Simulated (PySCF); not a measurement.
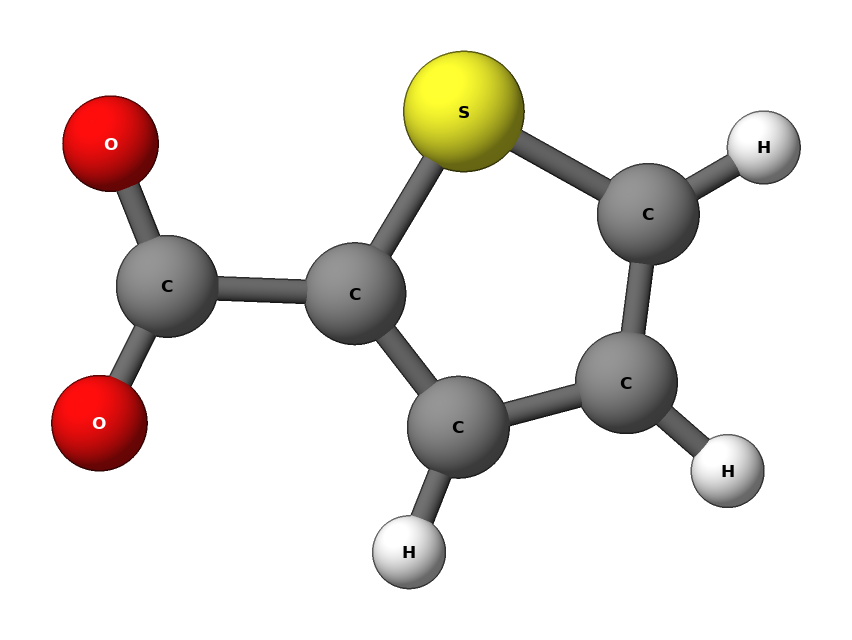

The species has charge −1 and is a spin singlet. Computed geometry: PBE0-D3(BJ)/def2-SVP optimisation. No frequency run is at hand to confirm it as a minimum.

Which formula does it have?

Answer. C5H3O2S(-), 11 atoms: 5 carbon, 3 hydrogen, 2 oxygen and 1 sulfur.

What is the point group of this geometry?

Answer. Cs.

More results for the same structure follow; atom numbers are the same in all pictures, views and colours differ.

### Shape

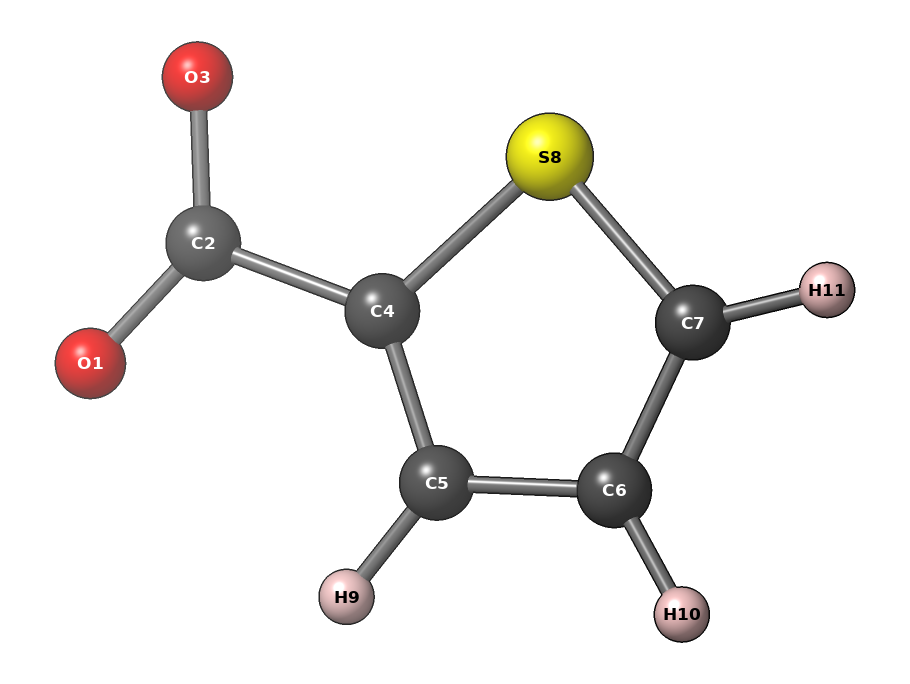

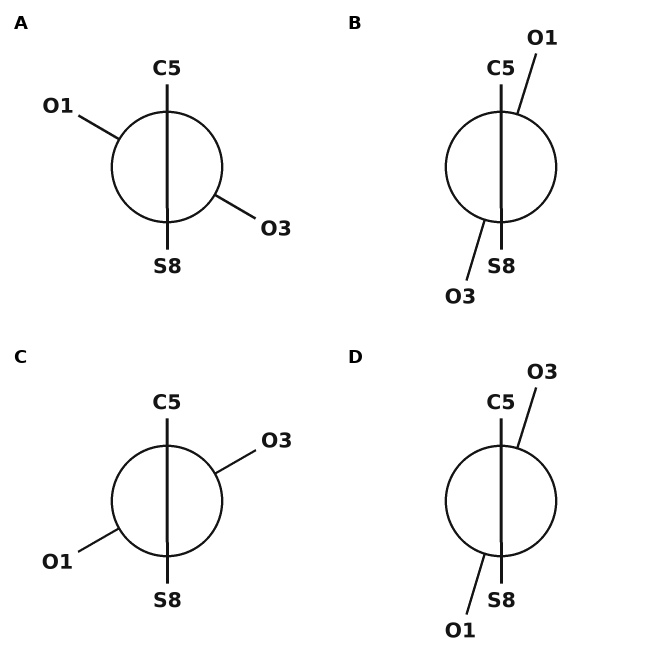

Atoms fade into the background with distance from the viewer. Bonds that would overlap in a projection are set slightly apart. No frequency run is at hand to confirm it as a minimum.

Which Newman projection shows the view along C4–C2, with C4 in front?

Answer. B. The torsion angle S8–C4–C2–O1 is 180°, antiperiplanar (anti).

### Bond orders

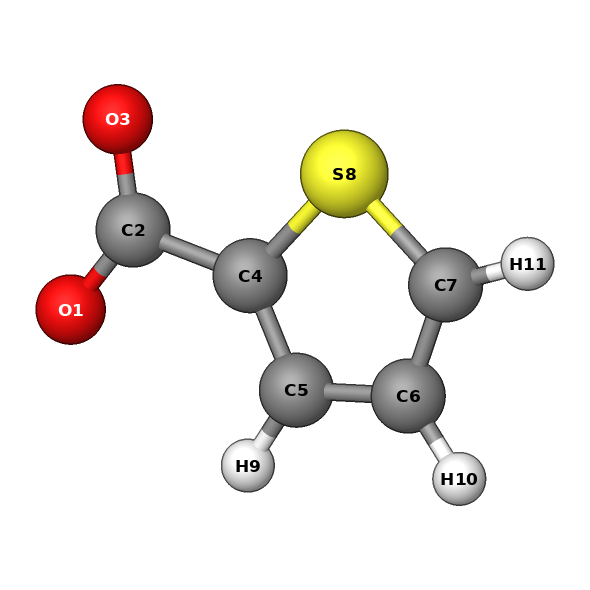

Every bond is drawn as one stick. No frequency run is at hand to confirm it as a minimum. Method: PBE0/pcSseg-1 in acetonitrile (IEF-PCM) (PySCF 2.14.0).

Which bond has the lowest Mayer bond order?

Answer. C2–C4, 0.83, at 1.537 Å.

List the Mayer bond orders of O1–C2, C2–O3, C2–C4, C4–C5, C4–S8, C5–C6, C5–H9, C6–C7, C6–H10, C7–S8, C7–H11.

```tsv
bond	Mayer order	length (Å)
O1–C2	1.79	1.242
C2–O3	1.75	1.245
C2–C4	0.83	1.537
C4–C5	1.52	1.373
C4–S8	1.14	1.727
C5–C6	1.26	1.424
C5–H9	0.98	1.091
C6–C7	1.56	1.375
C6–H10	0.97	1.094
C7–S8	1.16	1.724
C7–H11	0.95	1.091
```

### Levels of theory compared

No frequency run is at hand to confirm it as a minimum. Program: PySCF 2.14.0.

At this fixed geometry, give HOMO energy (eV) at these levels: PBE0/pcSseg-1 in acetonitrile (IEF-PCM); PBE0/pcSseg-1 in benzene (IEF-PCM); ωB97X-D/def2-SVPD; ωB97X-D/def2-SVPD in acetonitrile (IEF-PCM); ωB97X-D/def2-SVPD in benzene (IEF-PCM).

```csv
level,HOMO energy (eV)
PBE0/pcSseg-1 in acetonitrile (IEF-PCM),−6.58
PBE0/pcSseg-1 in benzene (IEF-PCM),−4.47
ωB97X-D/def2-SVPD,−4.10
ωB97X-D/def2-SVPD in acetonitrile (IEF-PCM),−8.46
ωB97X-D/def2-SVPD in benzene (IEF-PCM),−6.79
```

### Quadrupole coupling

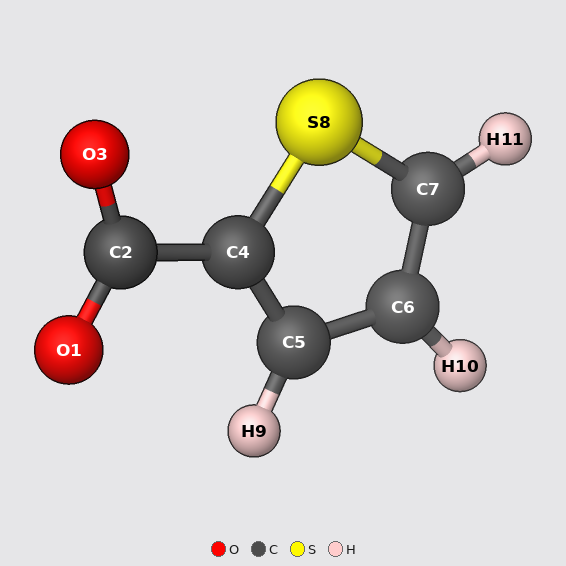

No frequency run is at hand to confirm it as a minimum. Electric field gradients from the ground-state density, PBE0/pcSseg-1 in acetonitrile (IEF-PCM) (PySCF 2.14.0), non-relativistic apart from any core potentials.

Give the largest field-gradient component, the quadrupole coupling constant and the asymmetry for 17O at O1 (Q = −25.6 mb), 17O at O3 (Q = −25.6 mb), 33S at S8 (Q = −67.81 mb).

| atom | V_zz (a.u.) | e²qQ/h (MHz) | η |
| --- | --- | --- | --- |
| O1 | −1.352 | 8.13 | 0.46 |
| O3 | −1.356 | 8.16 | 0.46 |
| S8 | 1.752 | −27.9 | 0.47 |

### NMR shielding

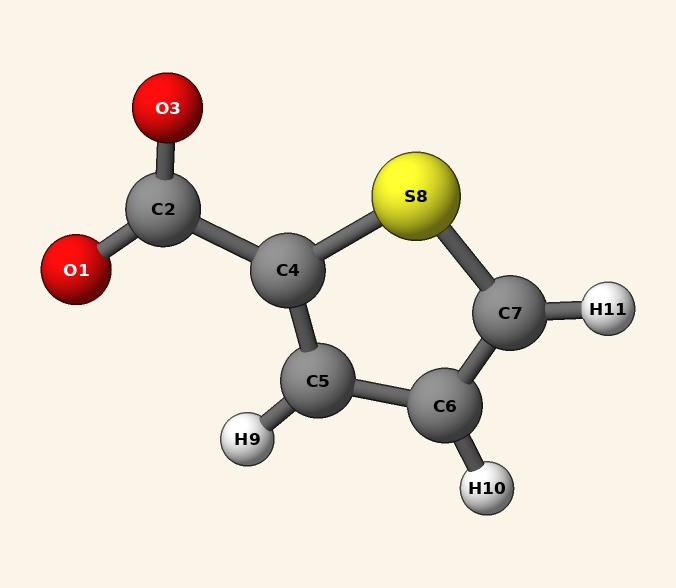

No frequency run is at hand to confirm it as a minimum. Level of theory: GIAO PBE0/pcSseg-1 NMR shielding, non-relativistic, IEF-PCM acetonitrile (PySCF 2.14.0). Principal shieldings σ11 ≤ σ22 ≤ σ33, span Ω = σ33 − σ11, skew κ = 3(σiso − σ22)/Ω.

Give the shielding tensors of the S atoms.

```
atom    σ11    σ22    σ33   σiso      Ω     κ
  S8  149.7  265.8  411.5  275.7  261.8  0.11
```

Shieldings and span in ppm.
